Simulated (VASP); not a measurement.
Band structure of BaTiO3 (space group Pm-3m). Method: PBE GGA, VASP's PBE PAW potentials (set 64) (plane waves; VASP).

Unless said otherwise, spin-orbit coupling is left out, though it shifts the bands of the heavy elements here.

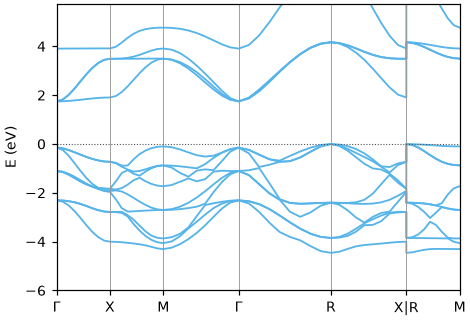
*Bands along high-symmetry lines, zero at the valence-band maximum or, without a gap, the Fermi level*

Q: Read the plot: is there a gap, and where are the band edges?

A: The gap is indirect, 1.75 eV, from the valence maximum at R to the conduction minimum at Γ.

The structure is a typed BaTiO3 crystal (Pm-3m). The cell was not relaxed at this level.
